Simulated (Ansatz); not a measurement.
# [SiH3]+ (SMILES [SiH3+]): levels of theory compared

Aim: a comparison of 6 runs (UHF/3-21G, PBE/3-21G, PBE0/3-21G, B3LYP/6-31G*, UB3LYP/6-31G*, CCSDT/6-31G*) of [SiH3]+. 

The results are computed with Ansatz 0.2.0.

2 further runs of the same task are left out: 2 that didn't finish.

## (1) The structure to begin with

[SiH3]+ has 4 atoms, charge +1, and is taken as a singlet. SMILES: `[SiH3+]`. The H3–Si1 distance was set to 2.944 Å, away from the relaxed value. At this shape a bond of the SMILES string is far longer than usual.

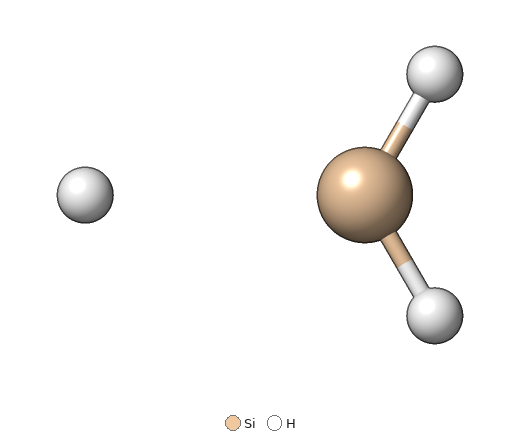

Viewed from a chosen angle; silicon light orange, hydrogen white.

## (2) The energy at UHF/3-21G (run 1)

job.yaml reads:

```yaml
crystal:
  periodic: [false, false, false]
  atoms:
    - {symbol: Si, position_ang: [0.118400, 1.467194, 0.009900]}
    - {symbol: H, position_ang: [0.805300, 2.142594, 1.122900]}
    - {symbol: H, position_ang: [-0.118400, -1.467200, -0.009900]}
    - {symbol: H, position_ang: [-0.450100, 2.258894, -1.093200]}
basis:
  gaussian:
    orbitals: 3-21G.json
total_charge: 1
magnetization:
  spin_polarized: true
hamiltonian:
  xc: hf
accuracy: high
```

The basis set 3-21G is read from a file made from the Basis Set Exchange's data (not shown).

Launch:

```bash
$ ansatz run job.yaml --threads 1 --pin off --max-ram 2610MiB --events-out events.jsonl --progress --plain --runs-dir runs
```

The log of the run:

```text
Warning: RAYON_NUM_THREADS=1 ignored (pool sized by the plan → 1); use --threads N
Functional definition: HF
  name "HF"
  exchange = exact_x
  correlation = 0
368 factors; integrals over basis functions are off by at most 3.4e-9 eV
mean field evaluation 1: about -7853.2934 eV, gradient 5.6e0 eV
mean field evaluation 2: about -7853.2927 eV, gradient 5.5e0 eV
mean field evaluation 4: about -7853.9734 eV, gradient 6.5e-1 eV
mean field evaluation 8: about -7853.9806 eV, gradient 9.6e-5 eV
mean field evaluation 16: about -7855.7658 eV, gradient 2.0e-1 eV
mean field evaluation 32: about -7855.7650 eV, gradient 2.7e-8 eV
mean field -7855.76500110 eV, -288.6940389617 hartree, gradient 8.3e-8 eV, S^2 0.904849; 2 other end points of the search recorded, 0 dependent functions left out
reference -7855.76500110 eV, -288.6940389617 hartree; 8, 8 occupied and 11, 11 virtual orbitals, 368 factors
Total energy: -7855.76500110 eV, -288.6940389617 hartree
```

Run time: 0.14 s. Hardware: 1 thread of Arm Neoverse V1, shared host.

## (3) The energy at PBE/3-21G (run 2)

molecule.yaml reads:

```yaml
crystal:
  periodic: [false, false, false]
  atoms:
    - {symbol: Si, position_ang: [0.118400, 1.467194, 0.009900]}
    - {symbol: H, position_ang: [0.805300, 2.142594, 1.122900]}
    - {symbol: H, position_ang: [-0.118400, -1.467200, -0.009900]}
    - {symbol: H, position_ang: [-0.450100, 2.258894, -1.093200]}
basis:
  gaussian: {orbitals: 3-21G.json}
total_charge: 1
hamiltonian: {xc: {name: PBE}}
accuracy: high
```

The basis set 3-21G is read from a file made from the Basis Set Exchange's data (not shown).

Launch:

```bash
$ ansatz run molecule.yaml --threads 1 --pin off --max-ram 2610MiB --events-out events.jsonl --progress --plain --runs-dir runs
```

The log of the run:

```text
Warning: RAYON_NUM_THREADS=1 ignored (pool sized by the plan → 1); use --threads N
Functional definition: PBE
  name "PBE"
  parameter kappa = 0.804
  parameter beta = 0.06672455060314922
  exchange = pbe_x(kappa = kappa, mu = beta*pi^2/3)
  correlation = pbe_c(beta = beta)
368 factors; integrals over basis functions are off by at most 3.4e-9 eV
mean field evaluation 1: about -7862.5373 eV, gradient 1.8e1 eV
mean field evaluation 2: about -7853.2875 eV, gradient 3.4e1 eV
mean field evaluation 4: about -7866.0386 eV, gradient 7.0e0 eV
mean field evaluation 8: about -7866.3647 eV, gradient 1.2e-1 eV
mean field evaluation 16: about -7866.3648 eV, gradient 4.3e-6 eV
mean field -7866.36479160 eV, -289.0835740776 hartree, gradient 4.6e-8 eV, S^2 0.000000; 0 other end points of the search recorded, 0 dependent functions left out
reference -7866.36479402 eV, -289.0835741668 hartree; 8, 8 occupied and 11, 11 virtual orbitals, 368 factors
Total energy: -7866.36479402 eV, -289.0835741668 hartree
```

Run time: 0.68 s. Hardware: 1 thread of Arm Neoverse V1, shared host.

Runs 3 to 5 aren't shown in full; the table further down has their settings and results.

## (4) A single-point energy at CCSDT/6-31G(d) (spherical functions) (run 6)

input.yaml reads:

```yaml
crystal:
  periodic: [false, false, false]
  atoms:
    - {symbol: Si, position_ang: [0.118400, 1.467194, 0.009900]}
    - {symbol: H, position_ang: [0.805300, 2.142594, 1.122900]}
    - {symbol: H, position_ang: [-0.118400, -1.467200, -0.009900]}
    - {symbol: H, position_ang: [-0.450100, 2.258894, -1.093200]}
basis:
  gaussian:
    orbitals: 6-31G_st_-spherical.json
total_charge: 1
correlation:
  method: ccsdt
  frozen_orbitals: {H: 0, Si: 5}
accuracy: high
scf:
  omitted_lower_state_checks: [cluster_reference, increment]
```

The basis set 6-31G* is read from a file made from the Basis Set Exchange's data (not shown).

Launch:

```bash
$ ansatz run input.yaml --threads 1 --pin off --max-ram 2610MiB --events-out events.jsonl --progress --plain --runs-dir runs
```

The log of the run, shortened:

```text
Warning: RAYON_NUM_THREADS=1 ignored (pool sized by the plan → 1); use --threads N
[... 2 set-up lines as earlier in the session ...]
[...]
445 factors; integrals over basis functions are off by at most 3.6e-9 eV
[...]
mean field -7895.21254781 eV, -290.1437095647 hartree, gradient 2.7e-8 eV, S^2 0.000000; 0 other end points of the search recorded, 0 dependent functions left out; unrestricted orbitals would lower it
5 core orbitals not correlated: weight in the atoms' cores, before any rotation towards them, 1.000 or more for the frozen orbitals, at most 0.000 for the correlated occupied ones
reference -7895.21254781 eV, -290.1437095647 hartree; 3, 3 occupied and 16, 16 virtual orbitals, 445 factors
second order -2.44102957 eV of doubles, -0.00000000 eV of singles
cycle   1  -2.85615189 eV  change   -7.4e-1 eV  update   1.2e-1
[...]
cycle  29  -3.95831485 eV  change  -1.6e-10 eV  update  3.0e-10
WARN: these amplitudes may be one of several solutions (largest doubles amplitude 0.53, level shift 2.48 eV)
Total energy: -7899.17086266 eV, -290.2891749526 hartree
Checks for a lower state left out: cluster_reference, increment
```

Wall time 0.5 s (1 thread of Arm Neoverse V1, shared host).

## (5) The series

```
run                                level  frozen core orbitals  energy (Eh)  wall time
  1                            UHF/3-21G                     –  -288.694039     0.14 s
  2                            PBE/3-21G                     –  -289.083574     0.68 s
  3                           PBE0/3-21G                     –  -289.103785     0.62 s
  4   B3LYP/6-31G* (spherical functions)                     –  -290.783333     0.84 s
  5  UB3LYP/6-31G* (spherical functions)                     –  -290.798370      3.9 s
  6   CCSDT/6-31G* (spherical functions)                     5  -290.289175      0.5 s
```

## (6) Results

| quantity | value |
| --- | --- |
| run 6: total energy | -290.28917 Eh |
| run 6: correlation energy (5 core orbitals frozen) | -145.5 mEh |
| run 6: T1 diagnostic | 0.051 |

**Reading.** Totals of different functionals can't be ranked against each other. In run 6 the log says that unrestricted orbitals would lower the reference, so the values rest on an unstable closed-shell determinant (other closed-shell runs at this shape may share the fault). Spin contamination of the reference: run 1 ⟨S²⟩ = 0.90, run 5 ⟨S²⟩ = 0.66. Where it is this large, the reference is a mixture of spin states, and values that rest on it are in doubt. All runs together took 6.7 s, the longest 3.9 s.
